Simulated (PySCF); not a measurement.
## A study: GaH3, SMILES `[GaH3]`

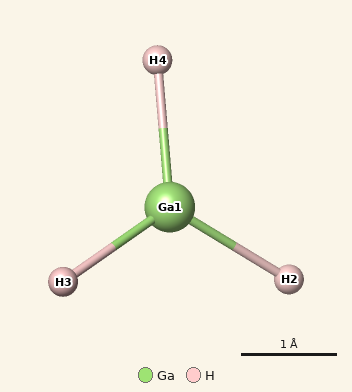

The molecule, with its atoms numbered as below. No frequency check shows the geometry to be a minimum.

Cartesian coordinates (Å):

```
Ga1      0.0000    0.0000    0.0000
H2       0.0697    1.5649    0.0000
H3       1.3204   -0.8428    0.0000
H4      -1.3901   -0.7221    0.0000
```

## 1. Bonding charge

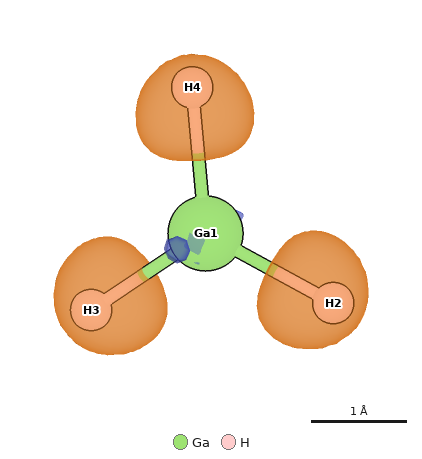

Deformation density (molecule less spherical, spin-averaged free atoms at the same positions), surfaces at ±0.1 e/Å³; orange: gain, blue: loss.

PySCF calculation, B3LYP/def2-SVPD, gas phase; geometry: GFN2-xTB.

**Describe the bonding that the map shows.**

Ga1–H2, Ga1–H3 and Ga1–H4: +0.21 e/Å³ at the bond critical point (bond length 1.57 Å). In all, 0.9 electrons gather in the regions of gain relative to the promolecule.

**Where do the Hirshfeld charges lie?**

The highest Hirshfeld charge is on Ga1 (+0.41 e), the lowest on H2, H3 and H4 (−0.14 e).

## 2. Bond critical points

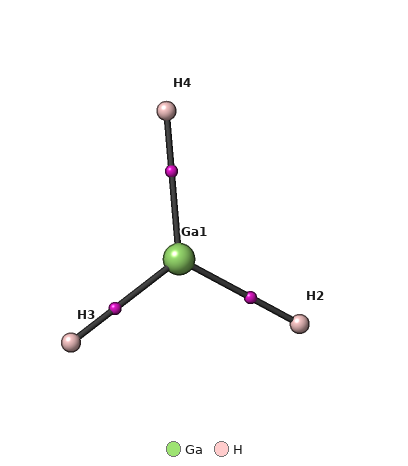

Molecular graph of the electron density (QTAIM): bond paths, bond critical points (magenta), ring points (cyan, if any); weak paths are dashed.

**How many critical points of each kind are there, and does the count close?**

4 nuclei, 3 bond, 0 ring and 0 cage critical points: 4 − 3 + 0 − 0 = 1, as the Poincaré–Hopf relation requires.

**What does the calculation give at each kind of bond critical point?**

```
            bond  length (Å)  ρ (a.u.)  ∇²ρ (a.u.)     ε  H (a.u.)
Ga1–H2 (3 alike)       1.566     0.115       +0.14  0.04    −0.055
```

**What kind of interaction is Ga1–H2?**

Polar or intermediate (positive Laplacian, negative energy density H): ρ = 0.115, ∇²ρ = +0.14, H = −0.055 a.u.

## 3. Local ionisation energy

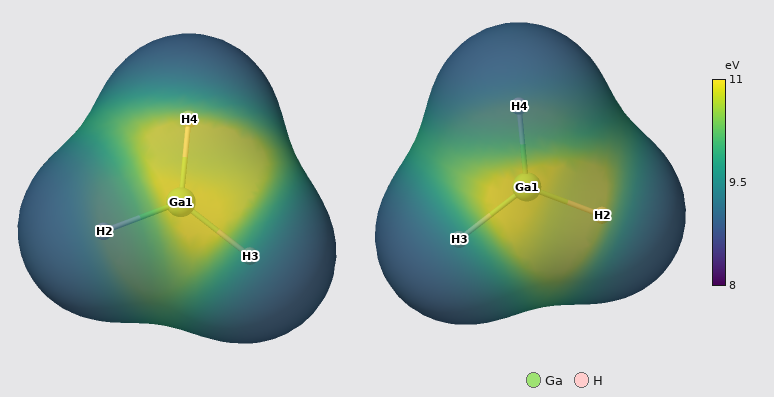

Average local ionisation energy on the surface of electron density 0.001 a.u. (back view left, front view right).

**Locate the minima of the map.**

The lowest value is 8.9 eV, 1.5 Å from H3, and at like points elsewhere. For comparison, the highest occupied orbital lies at −8.4 eV.

**What volume does the surface enclose, and what is the dipole moment?**

About 62 Å³; the dipole moment is 0.0 D.

## 4. In an electric field

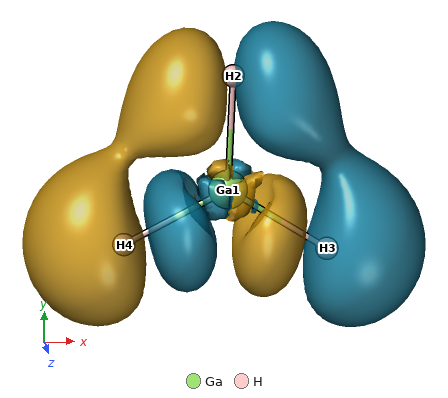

Change of the electron density in a uniform field of 0.21 V/Å, surfaces at ±0.001 e/Å³ (yellow: gain, teal: loss).

**Along which Cartesian direction does the field point?**

Along +x: electrons gather on the −x side, against the field.

**What dipole is induced, and what polarisability does it imply?**

The induced dipole is 0.38 D (along the field); α along this axis, from the fields in both directions, is 37 bohr³ (5.5 Å³).

**Which atoms gain and lose the most charge?**

Electrons gather most on H4 (Hirshfeld charge changes by −0.012 e) and leave H3 most (+0.012 e); 0.032 electrons are displaced in all.

The PySCF runs shown took 5.2 s and 8.3 s on 1 thread of Arm Neoverse N1, on a shared host.
